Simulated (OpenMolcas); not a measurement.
## AlGeH4Cl: a line through the functionals

AlGeH4Cl: 7 atoms, total charge 0, spin state singlet. SMILES: `[Cl][AlH][GeH3]`. The shape is that of a PBE0-D4/def2-TZVP optimisation.

The vertical energy of the triplet above the singlet y, in eV, basis def2-SVP; a is the functional's share of exact exchange. Programs: OpenMolcas 26.06.

```
functional     program     a  y (eV)
    r2SCAN  OpenMolcas     0    3.84
    revPBE  OpenMolcas     0    3.75
     B3LYP  OpenMolcas   0.2       ?
      PBE0  OpenMolcas  0.25    4.01
     BHLYP  OpenMolcas   0.5    4.34
```

Question: Fit y = c + s·a to the known rows and predict B3LYP.

Answer: 
1. Means of the 4 rows: a = 0.1875, y = 3.985.
2. Σ(Δa)² = 0.17188, Σ(Δa·Δy) = 0.18375, so the slope is 0.18375/0.17188 = 1.0691.
3. Intercept: 3.985 − (1.0691) × 0.1875 = 3.785. The largest residual of the fit is 0.055.
4. B3LYP: 3.785 + (1.0691) × 0.2 = 4.00 eV.

The run gave 4.08 eV, so the prediction is off by -0.08 eV, more than the largest residual. The rows mix families of semi-local functionals, which the line can't see.

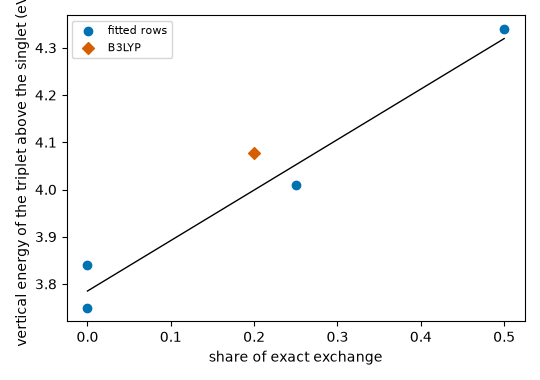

The fitted line, with the withheld row.
